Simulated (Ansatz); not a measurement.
# B3LYP/6-31G(d) (spherical functions) run of CH4F2Si (SMILES C[SiH](F)F)

Aim: the electronic atomisation energy of CH4F2Si at B3LYP/6-31G* (spherical functions), from 5 runs. 

The calculation is run with Ansatz 0.2.0.

61 further runs of the same task are left out: 1 that didn't finish, 60 set aside as unsound or not needed.

### Step 1. The structure to begin with

CH4F2Si: 8 atoms, total charge 0, spin state singlet. As SMILES, `C[SiH](F)F`. The shape is that of a PBE0-D4/def2-TZVP optimisation.

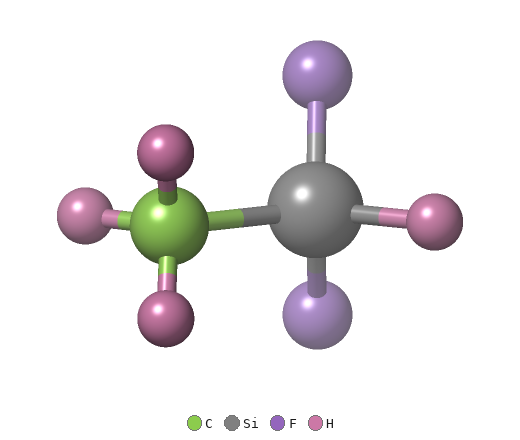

Viewed from a chosen angle; carbon green, silicon grey, fluorine purple, hydrogen pink.

### Step 2. A single-point energy at B3LYP/6-31G(d) (spherical functions)

input.yaml

```yaml
crystal:
  periodic: [false, false, false]
  atoms:
    - {symbol: C, position_ang: [-0.387100, 0.881700, -0.174700]}
    - {symbol: Si, position_ang: [0.329300, -0.775200, 0.180600]}
    - {symbol: F, position_ang: [1.916300, -0.678300, 0.226700]}
    - {symbol: F, position_ang: [-0.035400, -1.783900, -0.994000]}
    - {symbol: H, position_ang: [-0.013400, 1.269000, -1.125400]}
    - {symbol: H, position_ang: [-0.122700, 1.591000, 0.613300]}
    - {symbol: H, position_ang: [-1.476800, 0.824400, -0.231400]}
    - {symbol: H, position_ang: [-0.118100, -1.385700, 1.449000]}
basis:
  gaussian:
    orbitals: 6-31G_st_-spherical.json
hamiltonian:
  xc: {name: B3LYP}
accuracy: high
output: {orbitals: {seedname: orbitals}}
```

The basis set 6-31G* is read from a file made from the Basis Set Exchange's data (not shown).

The run is started by

```
$ ansatz run input.yaml --threads 1 --pin off --max-ram 3480MiB --events-out events.jsonl --progress --plain --runs-dir runs
```

Output:

```text
Warning: RAYON_NUM_THREADS=1 ignored (pool sized by the plan → 1); use --threads N
Functional definition: B3LYP
  name "B3LYP"
  parameter a0 = 0.2
  parameter ax = 0.72
  parameter ac = 0.81
  exchange = (1 - a0 - ax)*slater_x + ax*b88_x + a0*exact_x
  correlation = (1 - ac)*vwn_rpa_c + ac*lyp_c
1544 factors; integrals over basis functions are off by at most 3.9e-9 eV
mean field evaluation 1: about -14411.2579 eV, gradient 5.5e1 eV
mean field evaluation 2: about -14407.9600 eV, gradient 7.0e1 eV
mean field evaluation 4: about -14416.9731 eV, gradient 1.9e0 eV
mean field evaluation 8: about -14417.1385 eV, gradient 1.5e-1 eV
mean field evaluation 16: about -14417.1386 eV, gradient 3.1e-5 eV
mean field -14417.13858755 eV, -529.8200708051 hartree, gradient 3.9e-8 eV, S^2 0.000000; 0 other end points of the search recorded, 0 dependent functions left out
reference -14417.13862402 eV, -529.8200721453 hartree; 21, 21 occupied and 47, 47 virtual orbitals, 1544 factors
Total energy: -14417.13862402 eV, -529.8200721453 hartree
```

It took 6.6 s on 1 thread of Arm Neoverse V1, shared host; peak memory 0.2 GiB.

### Step 3. The C atom, same level

input.yaml

```yaml
crystal:
  periodic: [false, false, false]
  atoms:
    - {symbol: C, position_ang: [0.000000, 0.000000, 0.000000]}
basis:
  gaussian:
    orbitals: 6-31G_st_-spherical.json
total_charge: 0
magnetization:
  spin_polarized: true
  initial_magnetization: 2
hamiltonian:
  xc: {name: B3LYP}
accuracy: high
```

The basis set 6-31G* is read from a file made from the Basis Set Exchange's data (not shown).

Run the same way, it converges to -37.84469 Eh (log not shown).

### Step 4. The F atom at the same level

run.yaml

```yaml
crystal:
  periodic: [false, false, false]
  atoms:
    - {symbol: F, position_ang: [0.000000, 0.000000, 0.000000]}
basis:
  gaussian:
    orbitals: 6-31G_st_-spherical.json
magnetization:
  spin_polarized: true
  initial_magnetization: 1
hamiltonian:
  xc: {name: B3LYP}
accuracy: high
```

The basis set 6-31G* is read from a file made from the Basis Set Exchange's data (not shown).

Run the same way, it converges to -99.71458 Eh (log not shown).

### Step 5. The H atom at the same level

input.yaml

```yaml
crystal:
  periodic: [false, false, false]
  atoms:
    - symbol: H
      position_ang: [0.000000, 0.000000, 0.000000]
basis:
  gaussian: {orbitals: "6-31G*"}
magnetization: {spin_polarized: true, initial_magnetization: 1}
hamiltonian: {xc: {name: B3LYP}}
accuracy: high
```

Run the same way, it converges to -0.50027 Eh (log not shown).

### Step 6. The Si atom, same level

job.yaml

```yaml
crystal:
  periodic: [false, false, false]
  atoms:
    - {symbol: Si, position_ang: [0.000000, 0.000000, 0.000000]}
basis:
  gaussian: {orbitals: 6-31G_st_-spherical.json}
accuracy: high
magnetization: {spin_polarized: true, initial_magnetization: 2}
hamiltonian: {xc: {name: B3LYP}}
```

The basis set 6-31G* is read from a file made from the Basis Set Exchange's data (not shown).

Run the same way, it converges to -289.36979 Eh (log not shown).

### Step 7. What came out

At B3LYP/6-31G* (spherical functions):

| quantity | value |
| --- | --- |
| molecule: total energy | -529.82007 Eh |
| molecule: HOMO energy | -8.91 eV |
| molecule: LUMO energy | 1.43 eV |
| molecule: HOMO–LUMO gap | 10.35 eV |
| C atom: total energy | -37.84469 Eh |
| C atom: ⟨S²⟩ | 2.002 |
| F atom: total energy | -99.71458 Eh |
| F atom: ⟨S²⟩ | 0.751 |
| H atom: total energy | -0.50027 Eh |
| H atom: ⟨S²⟩ | 0.750 |
| Si atom: total energy | -289.36979 Eh |
| Si atom: ⟨S²⟩ | 2.002 |
| electronic atomisation energy | 31.983 eV |

**Reading.** Taking the molecule apart into free atoms costs 31.98 eV (738 kcal/mol), before zero-point energy and without spin-orbit coupling.
